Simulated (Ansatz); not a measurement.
Run report: C₃H₇AlO, single-point calculation

C₃H₇AlO, computed with RKS B3LYP-D4/def2-TZVPP (Ansatz 0.2.0).

The geometry comes from this level: PBE0-D4/def2-TZVP. Figures and captions count atoms from 1; the log counts them from 0 in places.

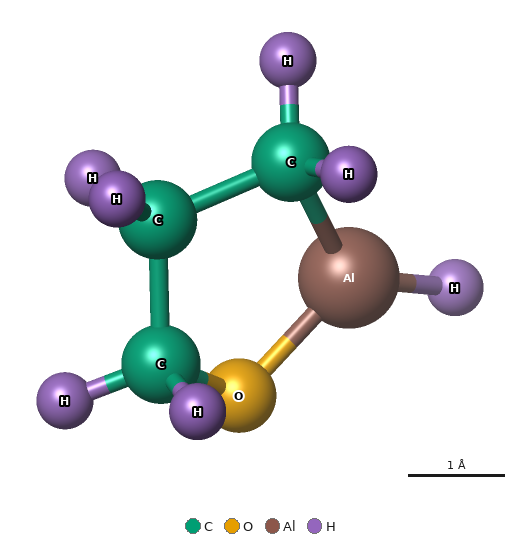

The structure as given in the input (ball-and-stick view, seen at a tilt). Sticks mark near contacts.

## Input
```yaml
crystal:
  periodic: [false, false, false]
  atoms:
    - {symbol: C, position_ang: [-0.952873, 0.149054, 0.125854]}
    - {symbol: C, position_ang: [-0.323717, -1.223947, 0.400869]}
    - {symbol: O, position_ang: [0.853201, -1.403340, -0.368235]}
    - {symbol: Al, position_ang: [1.524329, 0.117299, -0.785013]}
    - {symbol: C, position_ang: [0.138107, 1.232248, 0.025519]}
    - {symbol: H, position_ang: [-1.702310, 0.371564, 0.893133]}
    - {symbol: H, position_ang: [-1.486924, 0.094251, -0.829890]}
    - {symbol: H, position_ang: [-1.032595, -2.024466, 0.164995]}
    - {symbol: H, position_ang: [-0.075223, -1.313474, 1.467927]}
    - {symbol: H, position_ang: [2.883556, 0.261230, -1.573674]}
    - {symbol: H, position_ang: [-0.201956, 2.119345, -0.509982]}
    - {symbol: H, position_ang: [0.453304, 1.565138, 1.022397]}
basis:
  gaussian: {orbitals: def2-TZVPP}
hamiltonian: {xc: {name: B3LYP}, dispersion: d4}
output: {forces: true, orbitals: {seedname: orbitals}}
```

Launched with:
```bash
ansatz run in.yaml --threads 4 --pin off --events-out ev --progress --plain --max-ram 10444MiB
```

## Output
```
Functional definition: B3LYP
  name "B3LYP"
  cite "Stephens, Devlin, Chabalowski & Frisch, J. Phys. Chem. 98, 11623 (1994) doi:10.1021/j100096a001"
  cite "Becke, Phys. Rev. A 38, 3098 (1988) doi:10.1103/PhysRevA.38.3098"
  cite "Lee, Yang & Parr, Phys. Rev. B 37, 785 (1988) doi:10.1103/PhysRevB.37.785"
  cite "Vosko, Wilk & Nusair, Can. J. Phys. 58, 1200 (1980) doi:10.1139/p80-159"
  parameter a0 = 0.2
  parameter ax = 0.72
  parameter ac = 0.81
  exchange = (1 - a0 - ax)*slater_x + ax*b88_x + a0*exact_x
  correlation = (1 - ac)*vwn_rpa_c + ac*lyp_c
1397 factors; their error is unknown
mean field evaluation 1: about -11859.2452 eV, gradient 8.0e1 eV
mean field evaluation 2: about -11820.2153 eV, gradient 1.5e2 eV
mean field evaluation 4: about -11872.7744 eV, gradient 1.4e1 eV
mean field evaluation 8: about -11873.1586 eV, gradient 2.5e-1 eV
mean field evaluation 16: about -11873.1472 eV, gradient 6.7e-4 eV
mean field -11873.14723763 eV, -436.3301130746 hartree, gradient 2.4e-5 eV, S^2 0.000000; 0 other end points of the search recorded, 0 dependent functions left out
the calculation of the forces begins
reference -11873.14753812 eV, -436.3301241174 hartree; 23, 23 occupied and 241, 241 virtual orbitals, 1397 factors
Total energy: -11873.54902539 eV, -436.3448785023 hartree
Atom 0 at    -0.952873     0.149054     0.125854 Å, force    -0.297767     0.048370    -0.014346 eV/Å
Atom 1 at    -0.323717    -1.223947     0.400869 Å, force    -0.279190    -0.220444     0.266558 eV/Å
Atom 2 at     0.853201    -1.403340    -0.368235 Å, force     0.244077    -0.075655    -0.151394 eV/Å
Atom 3 at     1.524329     0.117299    -0.785013 Å, force     0.244226     0.054945    -0.138995 eV/Å
Atom 4 at     0.138107     1.232248     0.025519 Å, force     0.105545     0.222408     0.016991 eV/Å
Atom 5 at    -1.702310     0.371564     0.893133 Å, force     0.033542    -0.016079    -0.042080 eV/Å
Atom 6 at    -1.486924     0.094251    -0.829890 Å, force     0.016520     0.007366     0.055979 eV/Å
Atom 7 at    -1.032595    -2.024466     0.164995 Å, force     0.043363     0.039682     0.023647 eV/Å
Atom 8 at    -0.075223    -1.313474     1.467927 Å, force    -0.015641    -0.005759    -0.054738 eV/Å
Atom 9 at     2.883556     0.261230    -1.573674 Å, force    -0.088993    -0.006686     0.051831 eV/Å
Atom 10 at    -0.201956     2.119345    -0.509982 Å, force     0.019730    -0.044443     0.036615 eV/Å
Atom 11 at     0.453304     1.565138     1.022397 Å, force    -0.025412    -0.003704    -0.050069 eV/Å
Dipole moment:    -0.121563     0.298264     0.069091 e Å
```

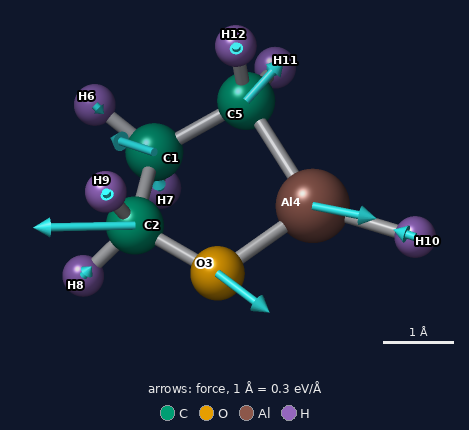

Forces on the atoms as teal arrows (ball-and-stick view, seen at a tilt; atoms are numbered from 1 in the order of the input). The largest act on C2 (0.44 eV/Å); C1 (0.30 eV/Å); O3 (0.30 eV/Å); Al4 (0.29 eV/Å), among others. The geometry is not a stationary point of this energy.

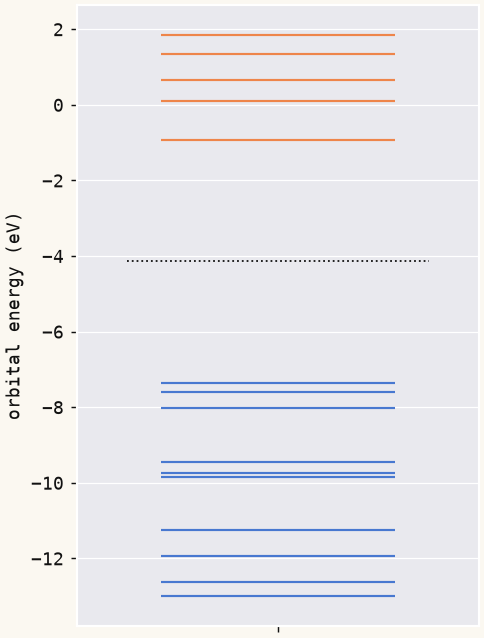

Orbital energies near the frontier; the dotted line parts filled from empty levels, and levels within 0.02 eV of each other stand side by side. Highest filled −7.36 eV, lowest empty −0.92 eV, 6.44 eV apart.

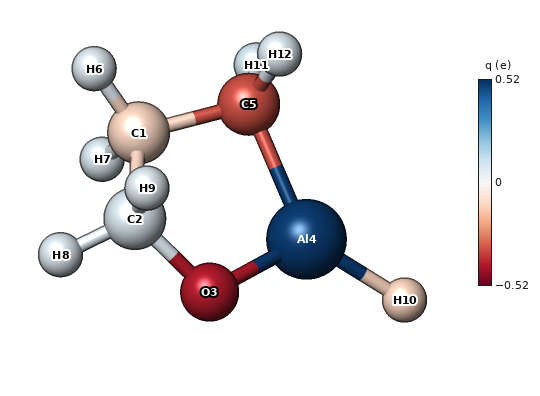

Mulliken charges, as the colour of each atom (ball-and-stick view, seen at a tilt; atoms are numbered from 1 in the order of the input). By element: C −0.33 to +0.07, O −0.41, Al +0.49 and H −0.11 to +0.08 e.

## Results in brief

- outcome: converged
- total energy: −11873.5490 eV
- mean-field energy: −11873.1475 eV
- dispersion energy: −0.4015 eV
- SCF solution under orbital rotations: stable
- HOMO: −7.36 eV
- LUMO: −0.92 eV
- largest force (length of the vector): 0.445 eV/Å
- dipole moment: 1.58 D
- hardware: 4 threads of Arm Neoverse V1, 23 GiB of memory available, shared host
- wall time: 5.5 s (CPU time 20 s)
- peak memory: 0.77 GiB
